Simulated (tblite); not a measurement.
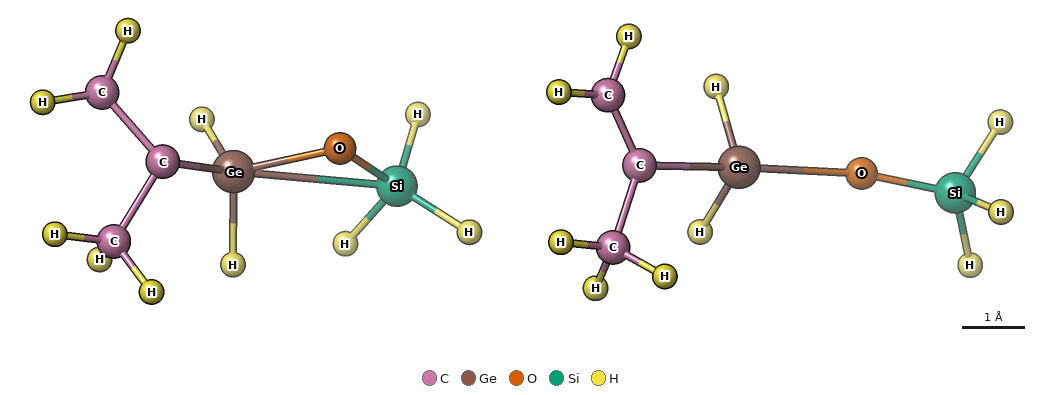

Two geometries of C₃H₁₀GeOSi (charge −1, multiplicity 2), drawn at one scale. One is the start of a relaxation, the other its converged end. The picture is a ball-and-stick view, seen at a tilt.

Theory: tblite, GFN2-xTB geometry optimisation, gas phase. 

Q: Which one is relaxed?

A: The right one is the relaxed one. Over 146 geometry steps the energy falls by 2.551 eV. The largest move after the best rigid fit is that of an H atom, 1.78 Å. Largest moves by element: H 1.78 Å, O 1.52 Å, C 0.74 Å, Si 0.71 Å, Ge 0.24 Å. Some distances before and after: Ge–Si 2.805 → 3.731 Å, Ge–O 1.807 → 2.244 Å, C–C 1.508 → 1.322 Å, O–Si 1.727 → 1.558 Å. Among the angles between lasting bonds that change: C–Ge–O 110.8° → 168.0°, Ge–O–Si 105.0° → 157.5°, O–Ge–H 112.1° → 90.3°. Groups turn about O–Si by about 125°. The run took 1.1 s on 1 thread of Arm Neoverse V1, with other jobs on the host.
